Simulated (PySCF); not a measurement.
# C5H9F: NMR shifts in gas and solvents, part 2 of 2

PySCF 2.14.0. Atoms count from 0. Earlier steps stand in the parts before.

### Step 5. Shielding tensors: wB97X-D/pcSseg-2

Job settings and geometry (Å):

```
{"job": {"kind": "nmr", "xc": "wB97X-D", "basis": "pcSseg-2", "pop": false}, "charge": 0, "multiplicity": 1}
F      1.949573    -0.629006    -0.734849
C      1.173179    -0.267516     0.370379
C      0.595424     1.127862     0.136712
C     -0.871681     0.917701    -0.288841
C     -0.990314    -0.580718    -0.570160
C     -0.024850    -1.192884     0.438466
H      1.833812    -0.331977     1.238107
H      0.674144     1.739185     1.037659
H      1.187982     1.618363    -0.637253
H     -1.152624     1.533058    -1.144595
H     -1.539696     1.189125     0.533520
H     -0.645749    -0.806433    -1.583152
H     -2.011213    -0.954553    -0.475965
H      0.252192    -2.229056     0.239131
H     -0.451046    -1.141806     1.446669
```

With the program's defaults for keys left out, this is: GIAO wB97X-D/pcSseg-2 NMR shielding, non-relativistic, gas phase.

Output:

```text
coarse grid: 12096 points
cycle   1  E = -295.7589802481  dE =  8.795e-01  |g| = 5.543e-01  |ddm| = 2.444e+00
cycle   2  E = -295.7574942245  dE =  1.486e-03  |g| = 6.384e-01  |ddm| = 6.404e-01
cycle   3  E = -295.8149221632  dE = -5.743e-02  |g| = 4.795e-02  |ddm| = 3.268e-01
cycle   4  E = -295.8152779676  dE = -3.558e-04  |g| = 2.485e-02  |ddm| = 4.123e-02
cycle   5  E = -295.8154123566  dE = -1.344e-04  |g| = 4.565e-03  |ddm| = 2.124e-02
cycle   6  E = -295.8154172154  dE = -4.859e-06  |g| = 7.160e-04  |ddm| = 4.200e-03
final grid: 115992 points
cycle   7  E = -295.8212464410  dE = -2.939e-04  |g| = 1.050e-02  |ddm| = 7.863e-02
cycle   8  E = -295.8212442116  dE =  2.229e-06  |g| = 1.202e-02  |ddm| = 1.342e-02
cycle   9  E = -295.8212661377  dE = -2.193e-05  |g| = 7.383e-04  |ddm| = 5.731e-03
cycle  10  E = -295.8212662032  dE = -6.549e-08  |g| = 5.048e-04  |ddm| = 1.066e-03
cycle  11  E = -295.8212662584  dE = -5.520e-08  |g| = 4.528e-05  |ddm| = 3.500e-04
cycle  12  E = -295.8212662591  dE = -6.651e-10  |g| = 1.197e-05  |ddm| = 8.717e-05
converged SCF energy = -295.8212662591

GIAO shielding tensors (ppm)
atom      isotropic    diamagn.    paramagn.     s11        s22        s33       span
  0 F      362.622     468.445    -105.823    292.291    366.308    429.265    136.974
  1 C       84.089     238.831    -154.743     49.183     73.259    129.823     80.640
  2 C      149.835     244.661     -94.826    126.434    148.138    174.934     48.500
  3 C      158.604     242.779     -84.176    132.233    168.038    175.539     43.306
  4 C      158.140     243.416     -85.275    132.809    167.782    173.830     41.021
  5 C      146.498     244.935     -98.437    129.253    149.495    160.746     31.493
  6 H       26.595      29.513      -2.917     23.456     26.234     30.096      6.639
  7 H       29.671      30.209      -0.538     24.766     28.094     36.151     11.385
  8 H       29.780      30.056      -0.277     25.443     28.142     35.753     10.310
  9 H       29.764      29.449       0.315     25.130     27.403     36.758     11.628
 10 H       30.238      30.737      -0.499     24.885     28.409     37.419     12.534
 11 H       29.847      30.876      -1.028     25.854     27.492     36.196     10.342
 12 H       29.996      29.541       0.455     25.317     27.407     37.262     11.945
 13 H       29.606      29.367       0.240     25.657     27.085     36.077     10.421
 14 H       30.360      31.159      -0.800     26.085     27.853     37.141     11.056
```

It took 65 s on 1 thread of Arm Neoverse V1, shared host; peak memory 1.6 GiB.

In short: δ C1 102.2, C2 38.1, C3 27.9, F0 -177.7, H6 5.04, H8 1.94 ppm (means over like atoms).

### Step 6. Shielding tensors: B97-2/pcSseg-2

The job, as its differences from that of step 5:

```diff
@@ -1,2 +1,2 @@
-{"job": {"kind": "nmr", "xc": "wB97X-D", "basis": "pcSseg-2", "pop": false}, "charge": 0, "multiplicity": 1}
+{"job": {"kind": "nmr", "xc": "B97-2", "basis": "pcSseg-2", "pop": false}, "charge": 0, "multiplicity": 1}
 F      1.949573    -0.629006    -0.734849
```

Level: GIAO B97-2/pcSseg-2 NMR shielding, non-relativistic, gas phase.

Output:

```text
coarse grid: 12096 points
cycle   1  E = -295.7430195728  dE =  5.876e-01  |g| = 5.944e-01  |ddm| = 2.468e+00
cycle   2  E = -295.6855763950  dE =  5.744e-02  |g| = 8.551e-01  |ddm| = 1.073e+00
cycle   3  E = -295.8106362259  dE = -1.251e-01  |g| = 7.347e-02  |ddm| = 6.997e-01
cycle   4  E = -295.8113495556  dE = -7.133e-04  |g| = 3.817e-02  |ddm| = 6.242e-02
cycle   5  E = -295.8116491018  dE = -2.995e-04  |g| = 6.811e-03  |ddm| = 2.899e-02
cycle   6  E = -295.8116580675  dE = -8.966e-06  |g| = 1.387e-03  |ddm| = 5.549e-03
final grid: 115992 points
cycle   7  E = -295.8108608838  dE = -1.596e-04  |g| = 6.210e-03  |ddm| = 8.782e-02
cycle   8  E = -295.8108563661  dE =  4.518e-06  |g| = 7.961e-03  |ddm| = 1.076e-02
cycle   9  E = -295.8108678629  dE = -1.150e-05  |g| = 5.612e-04  |ddm| = 6.137e-03
cycle  10  E = -295.8108678716  dE = -8.692e-09  |g| = 4.608e-04  |ddm| = 5.428e-04
cycle  11  E = -295.8108679138  dE = -4.226e-08  |g| = 5.032e-05  |ddm| = 2.834e-04
cycle  12  E = -295.8108679142  dE = -3.929e-10  |g| = 1.536e-05  |ddm| = 4.273e-05
converged SCF energy = -295.8108679142

GIAO shielding tensors (ppm)
atom      isotropic    diamagn.    paramagn.     s11        s22        s33       span
  0 F      358.222     469.119    -110.897    287.602    362.423    424.641    137.039
  1 C       83.877     240.296    -156.419     49.514     73.451    128.666     79.152
  2 C      149.090     246.110     -97.020    126.171    147.760    173.339     47.168
  3 C      157.252     244.582     -87.331    131.287    166.545    173.923     42.636
  4 C      156.778     245.449     -88.671    131.846    166.095    172.391     40.545
  5 C      145.800     246.917    -101.117    128.755    149.127    159.519     30.764
  6 H       26.532      29.531      -2.998     23.395     26.214     29.988      6.593
  7 H       29.646      30.320      -0.674     24.800     28.105     36.032     11.232
  8 H       29.764      30.231      -0.466     25.469     28.183     35.641     10.172
  9 H       29.726      29.469       0.257     25.156     27.429     36.594     11.439
 10 H       30.225      30.936      -0.711     24.891     28.456     37.328     12.437
 11 H       29.834      31.303      -1.469     25.861     27.528     36.113     10.252
 12 H       29.968      29.461       0.508     25.350     27.448     37.107     11.756
 13 H       29.574      29.355       0.219     25.696     27.099     35.927     10.232
 14 H       30.341      31.600      -1.260     26.107     27.856     37.059     10.952
```

Wall time 49 s (1 thread of Arm Neoverse V1, shared host); peak memory 1.4 GiB.

Key values: δ C1 101.5, C2 37.9, C3 28.4, F0 -182.2, H6 5.10, H8 1.97 ppm (means over like atoms).

### Step 7. NMR shieldings: WP04/pcSseg-2 in chloroform

The job, as its differences from that of step 6:

```diff
@@ -1,2 +1,2 @@
-{"job": {"kind": "nmr", "xc": "B97-2", "basis": "pcSseg-2", "pop": false}, "charge": 0, "multiplicity": 1}
+{"job": {"kind": "nmr", "xc": "WP04", "basis": "pcSseg-2", "pop": false, "solvent": "chloroform"}, "charge": 0, "multiplicity": 1}
 F      1.949573    -0.629006    -0.734849
```

Method: GIAO WP04/pcSseg-2 NMR shielding, non-relativistic, IEF-PCM chloroform.

Output:

```text
coarse grid: 12096 points
cycle   1  E = -302.5778646124  dE =  4.943e-01  |g| = 9.222e-01  |ddm| = 2.367e+00
cycle   2  E = -302.4008034409  dE =  1.771e-01  |g| = 1.380e+00  |ddm| = 1.577e+00
cycle   3  E = -302.7310426317  dE = -3.302e-01  |g| = 1.324e-01  |ddm| = 1.119e+00
cycle   4  E = -302.7334034436  dE = -2.361e-03  |g| = 6.292e-02  |ddm| = 1.050e-01
cycle   5  E = -302.7342402591  dE = -8.368e-04  |g| = 1.057e-02  |ddm| = 4.369e-02
cycle   6  E = -302.7342624096  dE = -2.215e-05  |g| = 1.701e-03  |ddm| = 6.829e-03
cycle   7  E = -302.7342628636  dE = -4.541e-07  |g| = 7.583e-04  |ddm| = 1.402e-03
final grid: 115992 points
cycle   8  E = -302.7445803254  dE = -2.364e-04  |g| = 1.045e-02  |ddm| = 1.045e-01
cycle   9  E = -302.7445536406  dE =  2.668e-05  |g| = 1.553e-02  |ddm| = 1.549e-02
cycle  10  E = -302.7446044235  dE = -5.078e-05  |g| = 1.404e-03  |ddm| = 9.248e-03
cycle  11  E = -302.7446046010  dE = -1.774e-07  |g| = 8.458e-04  |ddm| = 1.272e-03
cycle  12  E = -302.7446047201  dE = -1.191e-07  |g| = 1.070e-04  |ddm| = 5.250e-04
cycle  13  E = -302.7446047221  dE = -2.047e-09  |g| = 2.049e-05  |ddm| = 7.440e-05
cycle  14  E = -302.7446047222  dE = -8.572e-11  |g| = 5.671e-06  |ddm| = 1.713e-05
converged SCF energy = -302.7446047222

GIAO shielding tensors (ppm)
atom      isotropic    diamagn.    paramagn.     s11        s22        s33       span
  0 F      365.642     473.695    -108.053    298.485    375.047    423.393    124.908
  1 C       66.374     240.080    -173.705     27.810     55.922    115.390     87.580
  2 C      136.053     244.210    -108.157    111.954    135.056    161.148     49.195
  3 C      144.209     242.729     -98.520    117.518    153.727    161.384     43.866
  4 C      143.511     243.478     -99.968    117.925    152.550    160.056     42.131
  5 C      133.637     244.743    -111.106    115.267    136.952    148.691     33.424
  6 H       26.748      29.201      -2.453     23.859     26.558     29.826      5.966
  7 H       29.809      30.436      -0.628     25.278     28.346     35.801     10.523
  8 H       30.004      30.501      -0.497     26.000     28.604     35.409      9.408
  9 H       30.018      29.764       0.254     25.800     27.837     36.418     10.618
 10 H       30.396      31.187      -0.791     25.553     28.672     36.963     11.410
 11 H       30.139      31.534      -1.395     26.533     28.040     35.845      9.312
 12 H       30.198      29.641       0.557     25.949     27.790     36.855     10.906
 13 H       29.865      29.550       0.315     26.195     27.604     35.797      9.602
 14 H       30.404      31.572      -1.169     26.485     28.084     36.642     10.157
```

Run time: 53 s. Hardware: 1 thread of Arm Neoverse V1, shared host; peak memory 1.5 GiB.

In short: δ C1 108.7, C2 40.3, C3 31.2, F0 -186.7, H6 5.12, H8 1.93 ppm (means over like atoms).

### Step 8. Nuclear shieldings: wB97X-D/pcSseg-2 in chloroform

The job, as its differences from that of step 7:

```diff
@@ -1,2 +1,2 @@
-{"job": {"kind": "nmr", "xc": "WP04", "basis": "pcSseg-2", "pop": false, "solvent": "chloroform"}, "charge": 0, "multiplicity": 1}
+{"job": {"kind": "nmr", "xc": "wB97X-D", "basis": "pcSseg-2", "pop": false, "solvent": "chloroform"}, "charge": 0, "multiplicity": 1}
 F      1.949573    -0.629006    -0.734849
```

Level: GIAO wB97X-D/pcSseg-2 NMR shielding, non-relativistic, IEF-PCM chloroform.

Output:

```text
coarse grid: 12096 points
cycle   1  E = -295.7650069409  dE =  8.737e-01  |g| = 5.457e-01  |ddm| = 2.443e+00
cycle   2  E = -295.7660695768  dE = -1.063e-03  |g| = 6.130e-01  |ddm| = 5.780e-01
cycle   3  E = -295.8182376421  dE = -5.217e-02  |g| = 4.569e-02  |ddm| = 2.900e-01
cycle   4  E = -295.8185674510  dE = -3.298e-04  |g| = 2.387e-02  |ddm| = 3.966e-02
cycle   5  E = -295.8186901362  dE = -1.227e-04  |g| = 4.031e-03  |ddm| = 1.988e-02
cycle   6  E = -295.8186939962  dE = -3.860e-06  |g| = 6.266e-04  |ddm| = 3.809e-03
final grid: 115992 points
cycle   7  E = -295.8244925125  dE = -2.943e-04  |g| = 1.041e-02  |ddm| = 7.855e-02
cycle   8  E = -295.8244912151  dE =  1.297e-06  |g| = 1.173e-02  |ddm| = 1.337e-02
cycle   9  E = -295.8245118479  dE = -2.063e-05  |g| = 7.243e-04  |ddm| = 5.351e-03
cycle  10  E = -295.8245119134  dE = -6.544e-08  |g| = 4.881e-04  |ddm| = 1.036e-03
cycle  11  E = -295.8245119652  dE = -5.187e-08  |g| = 4.023e-05  |ddm| = 3.419e-04
cycle  12  E = -295.8245119658  dE = -5.974e-10  |g| = 1.037e-05  |ddm| = 9.103e-05
converged SCF energy = -295.8245119658

GIAO shielding tensors (ppm)
atom      isotropic    diamagn.    paramagn.     s11        s22        s33       span
  0 F      368.279     469.501    -101.223    298.316    371.791    434.729    136.413
  1 C       82.792     239.458    -156.666     46.589     71.479    130.307     83.718
  2 C      149.931     244.618     -94.687    126.380    148.155    175.258     48.878
  3 C      159.020     242.738     -83.719    132.353    168.664    176.043     43.690
  4 C      158.382     243.497     -85.115    132.999    167.781    174.367     41.368
  5 C      146.796     244.836     -98.040    129.397    149.553    161.439     32.043
  6 H       26.432      29.365      -2.932     23.312     26.055     29.930      6.619
  7 H       29.521      30.016      -0.494     24.579     27.907     36.077     11.498
  8 H       29.813      30.113      -0.300     25.446     28.195     35.798     10.352
  9 H       29.736      29.410       0.326     25.078     27.360     36.769     11.692
 10 H       30.160      30.667      -0.506     24.799     28.292     37.390     12.591
 11 H       29.910      30.975      -1.065     25.898     27.579     36.254     10.357
 12 H       29.917      29.466       0.451     25.226     27.301     37.224     11.998
 13 H       29.608      29.399       0.209     25.614     27.100     36.111     10.496
 14 H       30.193      30.958      -0.765     25.888     27.635     37.056     11.169
```

It took 66 s on 1 thread of Arm Neoverse V1, shared host; peak memory 1.6 GiB.

In short: δ C1 104.3, C2 38.7, C3 28.4, F0 -181.1, H6 5.18, H8 1.90 ppm (means over like atoms).

### Step 9. Run by run: NMR shifts

Shifts (ppm) of some atoms, chosen among heavy atoms and hydrogens apart, means over like atoms, with basis size and wall time:

```csv
run,C1,C2,C3,H6,H9,H7,F0,functions,time
PBE0/pcSseg-2,102.2,38.1,28.0,5.12,1.86,1.64,-183.2,342,51 s
KT3/pcSseg-2,101.3,38.1,28.9,5.27,1.92,1.71,-194.2,342,74 s
wB97X-D/pcSseg-2,102.2,38.1,27.9,5.04,1.83,1.62,-177.7,342,65 s
B97-2/pcSseg-2,101.5,37.9,28.4,5.10,1.86,1.64,-182.2,342,49 s
WP04/pcSseg-2 in chloroform,108.7,40.3,31.2,5.12,1.79,1.76,-186.7,342,53 s
wB97X-D/pcSseg-2 in chloroform,104.3,38.7,28.4,5.18,1.79,1.76,-181.1,342,66 s
measured,95.5,32.8,22.5,–,–,–,–,–,–
```

Measured: solution, not stated per compound (mostly CDCl3 or CCl4); Pretsch, Buehlmann, Badertscher, Structure Determination of Organic Compounds, 4th ed. (2009).

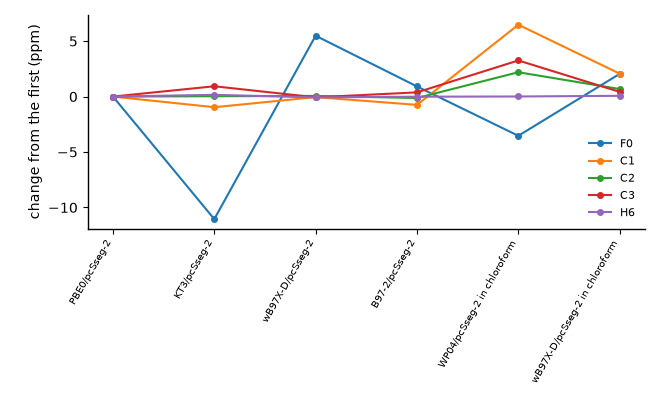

How five of the tabulated atoms move from run to run.

### Step 10. What came out

What follows sums up all 2 parts.

| quantity | value |
| --- | --- |
| point group | C1 |
| rotational constants (main isotopes) | 5.44, 3.44, 2.72 GHz |
| ¹³C shifts against TMS (PBE0/pcSseg-2, means over atoms taken as alike) | 102.2, 38.1, 28.0 ppm |
| ¹H shifts against TMS (PBE0/pcSseg-2, means over atoms taken as alike) | 5.12, 1.96, 1.86, 1.64, 1.54 ppm |
| ¹⁹F shifts against CFCl3 (PBE0/pcSseg-2) | -183.2 ppm |
| measured, and computed on the same scale | C1 δ 95.5, 102.2; C2 δ 32.8, 38.1; C3 δ 22.5, 28.0 ppm |
| range of the shift of F0 (wB97X-D/pcSseg-2 runs) | -181.1 to -177.7 ppm |

In words: Relaxing lowered the energy by 0.122 eV in 13 steps; the close pair that moved most is C2–C3, from 1.491 to 1.542 Å. H6 (hydrogen on an sp3 CH bonded to F) lies farthest downfield among hydrogen, at 5.12 ppm; its carbon carries F, an electronegative neighbour. At PBE0/pcSseg-2: The widest tensor belongs to F0: span 142 ppm, with a paramagnetic part of -111 ppm. Against the measured ¹³C shifts the unscaled results are off by 5.8 ppm on average (signed mean +5.8, 3 signals). Vibration, temperature and solvent are missing from the calculation, and it holds one conformer, so part of the miss against the measured shifts is not the functional's. At one level, wB97X-D/pcSseg-2: Across the 2 runs the shift of F0 moves most, between -181.1 (wB97X-D/pcSseg-2 in chloroform) and -177.7 ppm (wB97X-D/pcSseg-2).
